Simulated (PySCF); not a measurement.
# C₅H₇BO₃: NMR shifts and electronic excitations in gas and solvents

Aim: compute the NMR shifts and electronic excitations of C₅H₇BO₃ (`COB(C#CC=O)OC`), and see what a dielectric continuum does where one was used.

Computed with PySCF 2.14.0, with density-fitted response routines of our own, on a single molecule, in the gas phase or a continuum. Atoms are numbered from 0 throughout.

## (1) Starting geometry

16 atoms, charge 0, multiplicity 1; geometry from: GFN2-xTB. The atoms were then displaced at random by about 0.01 Å, so the start is not that level's minimum.

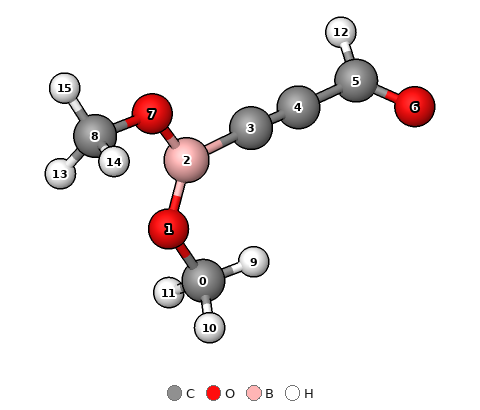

As it starts; carbon grey, oxygen red, boron pink, hydrogen white, atoms numbered.

## (2) Optimising the geometry at PBE0-D3(BJ)/def2-SVP

What the job is given:

```
{"job": {"xc": "PBE0", "basis": "def2-SVP", "d3": "d3bj", "grid": 1, "shake": 0.01, "kind": "geom"}, "charge": 0, "multiplicity": 1}
C     -0.588470    -2.118630     0.158740
O     -1.170150    -0.811310     0.043510
B     -0.468980     0.337120    -0.043310
C      1.127990     0.369340    -0.006080
C      2.301700     0.330190     0.011830
C      3.727680     0.319380     0.044320
O      4.420800    -0.277350     0.845110
O     -1.057660     1.533320    -0.155510
C     -2.480140     1.648600    -0.154700
H      0.445410    -2.058410     0.438690
H     -1.175480    -2.641830     0.926890
H     -0.707810    -2.611150    -0.795210
H      4.149530     0.921650    -0.785220
H     -2.945530     0.851940    -0.765980
H     -2.879830     1.573670     0.842580
H     -2.718130     2.631100    -0.594920
```

Run with:

```sh
$ OMP_NUM_THREADS=1 python probes_run.py task.json out
```

The driver reads the jobs from task.json and runs them one after another.

Standard output:

```text
step   0  E = -444.44167242  max force = 0.124792
step   1  E = -444.45015596  max force = 0.014814
step   2  E = -444.45034340  max force = 0.004916
step   3  E = -444.45042085  max force = 0.005501
step   4  E = -444.45053056  max force = 0.002494
step   5  E = -444.45057448  max force = 0.001313
step   6  E = -444.45059682  max force = 0.000793
step   7  E = -444.45060985  max force = 0.000759
step   8  E = -444.45062740  max force = 0.000689
step   9  E = -444.45064735  max force = 0.000748
step  10  E = -444.45066661  max force = 0.000914
step  11  E = -444.45068231  max force = 0.001123
step  12  E = -444.45069959  max force = 0.001607
step  13  E = -444.45069667  max force = 0.002418
step  14  E = -444.45072252  max force = 0.001976
step  15  E = -444.45076160  max force = 0.001563
step  16  E = -444.45080118  max force = 0.000443
step  17  E = -444.45080502  max force = 0.000261
optimisation converged
```

Wall time 7.3 min (1 thread of Intel Xeon at 2.50GHz, shared host); peak memory 0.64 GiB.

Step by step:

```csv
step,energy from step 0 (eV),largest force component (eV/Å)
0,0.0000,6.4171
1,-0.2308,0.7618
2,-0.2359,0.2528
3,-0.2381,0.2829
4,-0.2410,0.1282
5,-0.2422,0.0675
6,-0.2428,0.0408
7,-0.2432,0.0390
8,-0.2437,0.0354
9,-0.2442,0.0385
10,-0.2447,0.0470
11,-0.2452,0.0577
12,-0.2456,0.0826
13,-0.2456,0.1243
14,-0.2463,0.1016
15,-0.2473,0.0804
16,-0.2484,0.0228
17,-0.2485,0.0134
```

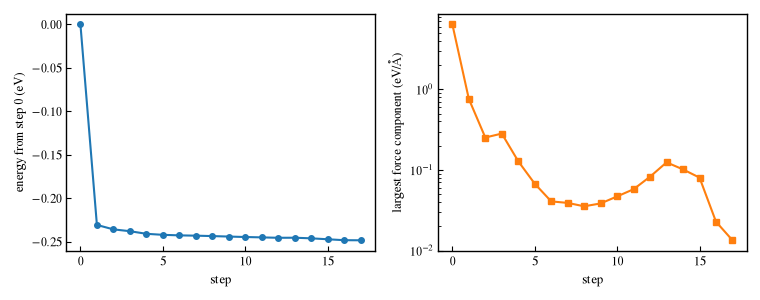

Energy and largest force along the relaxation.

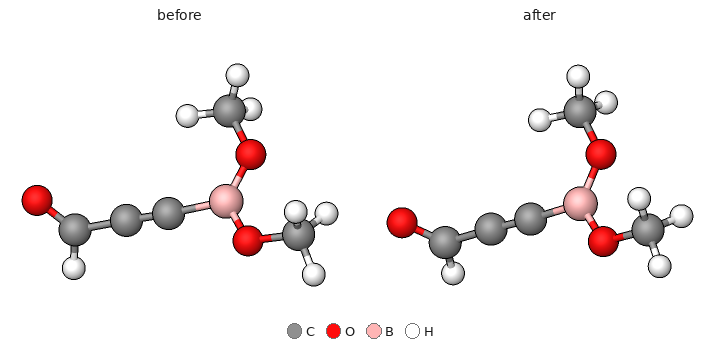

The geometry before (left) and after (right).

Close pairs (by a distance rule), those that changed most:

```csv
bond,before (Å),after (Å),change (Å)
B2–C3,1.598,1.548,-0.049
C3–C4,1.174,1.220,+0.046
C0–O1,1.436,1.405,-0.031
C0–H9,1.073,1.102,+0.029
C8–H14,1.077,1.102,+0.025
C0–H11,1.080,1.101,+0.021
C4–C5,1.426,1.447,+0.020
O7–C8,1.427,1.408,-0.019
```

The next job starts from the end point, and lists it.

| at the end point | value |
| --- | --- |
| point group (found at 0.08 Å tolerance) | C1 |
| rotational constants (GHz, main isotopes) | 2.980, 0.713, 0.590 |
| dipole moment (D) | 3.31 |

## (3) NMR shieldings: PBE0/pcSseg-1 in chloroform

What the job is given:

```
{"job": {"kind": "nmr", "xc": "PBE0", "basis": "pcSseg-1", "solvent": "chloroform", "pop": true}, "charge": 0, "multiplicity": 1}
C     -0.570385    -2.038634     0.416934
O     -1.137292    -0.758218     0.303549
B     -0.452004     0.371193     0.012851
C      1.073143     0.359090    -0.253543
C      2.277670     0.303045    -0.441674
C      3.697002     0.255517    -0.718337
O      4.531225    -0.096417     0.076538
O     -1.095707     1.554972    -0.049319
C     -2.476144     1.637685     0.213565
H      0.529560    -2.002777     0.464693
H     -0.950695    -2.516428     1.331985
H     -0.867064    -2.656746    -0.444934
H      3.969657     0.576182    -1.753576
H     -3.057640     1.022794    -0.491859
H     -2.711861     1.297179     1.234580
H     -2.779192     2.688179     0.108098
```

Method: GIAO PBE0/pcSseg-1 NMR shielding, non-relativistic, IEF-PCM chloroform.

Standard output:

```text
coarse grid: 14120 points
cycle   1  E = -444.4544455761  dE =  1.355e+00  |g| = 1.019e+00  |ddm| = 3.732e+00
cycle   2  E = -444.0319312263  dE =  4.225e-01  |g| = 1.809e+00  |ddm| = 2.290e+00
cycle   3  E = -444.6377526071  dE = -6.058e-01  |g| = 2.185e-01  |ddm| = 1.707e+00
cycle   4  E = -444.6461693760  dE = -8.417e-03  |g| = 9.613e-02  |ddm| = 2.293e-01
cycle   5  E = -444.6476860765  dE = -1.517e-03  |g| = 2.313e-02  |ddm| = 7.058e-02
cycle   6  E = -444.6477863043  dE = -1.002e-04  |g| = 1.090e-02  |ddm| = 2.263e-02
cycle   7  E = -444.6478135581  dE = -2.725e-05  |g| = 3.741e-03  |ddm| = 9.177e-03
cycle   8  E = -444.6478165802  dE = -3.022e-06  |g| = 7.240e-04  |ddm| = 3.269e-03
final grid: 138480 points
cycle   9  E = -444.7317068593  dE = -1.894e-05  |g| = 1.512e-02  |ddm| = 3.673e-02
cycle  10  E = -444.7316306101  dE =  7.625e-05  |g| = 2.557e-02  |ddm| = 2.606e-02
cycle  11  E = -444.7317474615  dE = -1.169e-04  |g| = 2.941e-03  |ddm| = 1.832e-02
cycle  12  E = -444.7317490686  dE = -1.607e-06  |g| = 4.004e-04  |ddm| = 2.175e-03
cycle  13  E = -444.7317490954  dE = -2.676e-08  |g| = 1.507e-04  |ddm| = 3.562e-04
cycle  14  E = -444.7317490990  dE = -3.609e-09  |g| = 7.019e-05  |ddm| = 1.338e-04
cycle  15  E = -444.7317491002  dE = -1.166e-09  |g| = 2.365e-05  |ddm| = 6.204e-05
cycle  16  E = -444.7317491003  dE = -1.340e-10  |g| = 3.341e-06  |ddm| = 2.097e-05
converged SCF energy = -444.7317491003

GIAO shielding tensors (ppm)
atom      isotropic    diamagn.    paramagn.     s11        s22        s33       span
  0 C      128.619     245.035    -116.416    101.049    103.051    181.759     80.711
  1 O      213.834     396.703    -182.869     34.443    259.913    347.147    312.704
  2 B       81.090     199.910    -118.819     63.198     86.948     93.125     29.927
  3 C       82.360     258.912    -176.552      9.991     27.012    210.077    200.085
  4 C       80.452     267.954    -187.502    -12.360     -4.459    258.173    270.533
  5 C        0.957     248.862    -247.905    -91.975     -5.117     99.961    191.936
  6 O     -376.746     398.593    -775.339  -1051.139   -482.071    402.972   1454.112
  7 O      225.347     396.136    -170.789     84.613    249.341    342.089    257.475
  8 C      131.730     241.831    -110.100    104.210    110.184    180.797     76.587
  9 H       27.091      30.746      -3.655     22.939     27.708     30.626      7.688
 10 H       27.370      28.289      -0.919     23.416     25.298     33.395      9.979
 11 H       27.403      28.703      -1.300     23.703     25.087     33.420      9.717
 12 H       22.021      25.972      -3.951     19.314     21.410     25.339      6.025
 13 H       27.526      28.181      -0.654     23.844     25.555     33.181      9.337
 14 H       27.557      28.232      -0.675     23.857     25.605     33.209      9.352
 15 H       27.557      26.527       1.030     23.414     25.737     33.522     10.108
```

Wall time 72 s (1 thread of Intel Xeon at 2.50GHz, shared host); peak memory 0.99 GiB.

The references, computed at this level on geometries of the same kind, shield at (ppm): 1H TMS 31.25, 13C TMS 185.2, 17O H2O 341.0, 11B BF3·OEt2 101.2. Their shielding less the atom's gives the shift. The references are single molecules in the same continuum, so shifts against H2O, NH3, PH3, H3PO4 or CFCl3 are not on the usual liquid scales and can be off by tens of ppm. Atoms listed in one row are averaged.

```csv
atoms,environment,σ (ppm),δ (ppm)
C5,aldehyde carbonyl carbon,1.0,184.2
C4,alkyne carbon,80.5,104.7
C3,alkyne carbon,82.4,102.8
"C0, C8",methyl carbon bonded to O,130.2,55.0
H12,hydrogen on an aldehyde carbonyl carbon,22.02,9.23
"H9, H10, H11, H13, H14, H15",hydrogen on a methyl carbon bonded to O,27.42,3.83
O6,aldehyde oxygen,-376.7,717.7
"O1, O7","oxygen bonded to C, B",219.6,121.4
B2,"boron bonded to C, 2 O",81.1,20.1
```

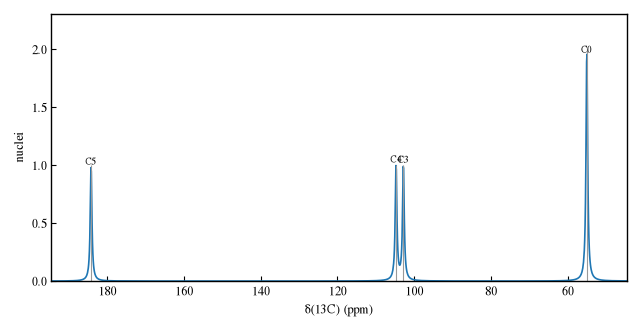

13C lines at the computed shifts, without couplings. Lines are broadened to a width of 0.52 ppm (Lorentzian).

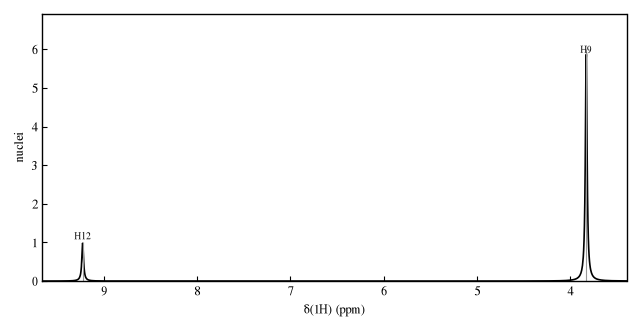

1H lines at the computed shifts, without couplings. Lines are broadened to a width of 0.02 ppm (Lorentzian).

The run also stored atomic charges by several schemes (e):

```
 atoms  Mulliken    IAO  Hirshfeld  ESP fit
C0, C8     -0.04  -0.20      -0.03    -0.14
O1, O7     -0.51  -0.39      -0.17    -0.48
    B2      0.60   0.47       0.25     1.09
    C3     -0.11  -0.12      -0.08    -0.67
    C4     -0.11  -0.07      -0.04     0.14
    C5      0.19   0.25       0.14     0.44
    O6     -0.37  -0.39      -0.24    -0.46
```

ESP fit charges:

C0 -0.17; O1 -0.45; B2 1.09; C3 -0.67; C4 0.14; C5 0.44; O6 -0.46; O7 -0.51; C8 -0.12; H9 0.12; H10 0.13; H11 0.12; H12 0.04; H13 0.08; H14 0.09; H15 0.14

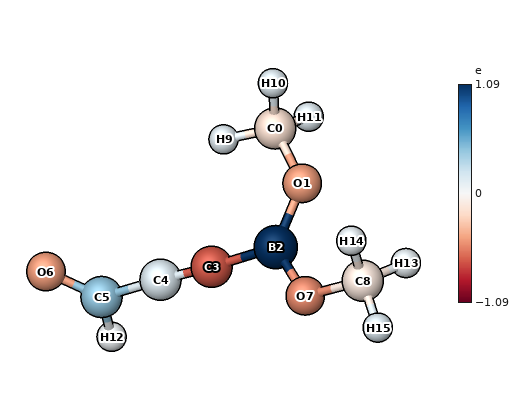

ESP fit charges, as colours on the atoms.

Mayer bond orders: C0–O1 0.87, O1–B2 1.18, B2–C3 0.92, C3–C4 2.39, C4–C5 1.07, C5–O6 1.94, B2–O7 1.24, O7–C8 0.87.

## (4) NMR shieldings: PBE0/pcSseg-1 in dimethylsulfoxide

Same as in step 3 but for these lines:

```diff
@@ -1,2 +1,2 @@
-{"job": {"kind": "nmr", "xc": "PBE0", "basis": "pcSseg-1", "solvent": "chloroform", "pop": true}, "charge": 0, "multiplicity": 1}
+{"job": {"kind": "nmr", "xc": "PBE0", "basis": "pcSseg-1", "solvent": "dimethylsulfoxide", "pop": false}, "charge": 0, "multiplicity": 1}
 C     -0.570385    -2.038634     0.416934
```

Method: GIAO PBE0/pcSseg-1 NMR shielding, non-relativistic, IEF-PCM dimethylsulfoxide.

Standard output:

```text
coarse grid: 14120 points
cycle   1  E = -444.4613727296  dE =  1.349e+00  |g| = 1.012e+00  |ddm| = 3.732e+00
cycle   2  E = -444.0720231527  dE =  3.893e-01  |g| = 1.761e+00  |ddm| = 2.133e+00
cycle   3  E = -444.6420153211  dE = -5.700e-01  |g| = 2.041e-01  |ddm| = 1.565e+00
cycle   4  E = -444.6492676461  dE = -7.252e-03  |g| = 9.182e-02  |ddm| = 2.104e-01
cycle   5  E = -444.6506588221  dE = -1.391e-03  |g| = 2.222e-02  |ddm| = 6.657e-02
cycle   6  E = -444.6507518530  dE = -9.303e-05  |g| = 1.031e-02  |ddm| = 2.100e-02
cycle   7  E = -444.6507764101  dE = -2.456e-05  |g| = 3.346e-03  |ddm| = 8.553e-03
cycle   8  E = -444.6507787930  dE = -2.383e-06  |g| = 6.574e-04  |ddm| = 2.899e-03
final grid: 138480 points
cycle   9  E = -444.7346585212  dE = -1.982e-05  |g| = 1.497e-02  |ddm| = 3.672e-02
cycle  10  E = -444.7345882946  dE =  7.023e-05  |g| = 2.489e-02  |ddm| = 2.491e-02
cycle  11  E = -444.7346984665  dE = -1.102e-04  |g| = 2.732e-03  |ddm| = 1.715e-02
cycle  12  E = -444.7346998517  dE = -1.385e-06  |g| = 3.950e-04  |ddm| = 1.981e-03
cycle  13  E = -444.7346998775  dE = -2.586e-08  |g| = 1.498e-04  |ddm| = 3.457e-04
cycle  14  E = -444.7346998812  dE = -3.654e-09  |g| = 6.769e-05  |ddm| = 1.338e-04
cycle  15  E = -444.7346998823  dE = -1.087e-09  |g| = 2.287e-05  |ddm| = 5.966e-05
cycle  16  E = -444.7346998824  dE = -1.234e-10  |g| = 3.127e-06  |ddm| = 1.989e-05
converged SCF energy = -444.7346998824

GIAO shielding tensors (ppm)
atom      isotropic    diamagn.    paramagn.     s11        s22        s33       span
  0 C      128.503     245.089    -116.586    100.762    102.818    181.928     81.166
  1 O      213.058     396.861    -183.803     32.953    258.748    347.472    314.518
  2 B       81.074     199.890    -118.816     62.980     86.899     93.341     30.361
  3 C       81.959     259.017    -177.058      9.501     26.874    209.501    199.999
  4 C       80.484     267.631    -187.147    -12.383     -4.555    258.390    270.772
  5 C       -0.817     248.961    -249.778    -92.433    -10.327    100.311    192.744
  6 O     -362.724     399.129    -761.853  -1023.234   -469.053    404.114   1427.348
  7 O      226.078     396.379    -170.301     85.787    249.921    342.525    256.737
  8 C      131.707     241.923    -110.216    103.842    110.111    181.168     77.325
  9 H       27.081      30.739      -3.658     22.913     27.686     30.645      7.731
 10 H       27.327      28.239      -0.912     23.377     25.244     33.361      9.985
 11 H       27.339      28.633      -1.294     23.651     25.007     33.358      9.707
 12 H       22.003      25.885      -3.881     19.237     21.451     25.323      6.087
 13 H       27.484      28.115      -0.631     23.807     25.489     33.157      9.349
 14 H       27.521      28.177      -0.655     23.826     25.546     33.192      9.366
 15 H       27.515      26.471       1.044     23.362     25.675     33.509     10.147
```

Run time: 68 s. Hardware: 1 thread of Intel Xeon at 2.50GHz, shared host; peak memory 0.99 GiB.

This run: δ C5 186.3, C4 105.0, C3 103.5, C0 55.4, H12 9.24, H9 3.86 ppm (means over like atoms).

(Part 1 of 2 ends here.)
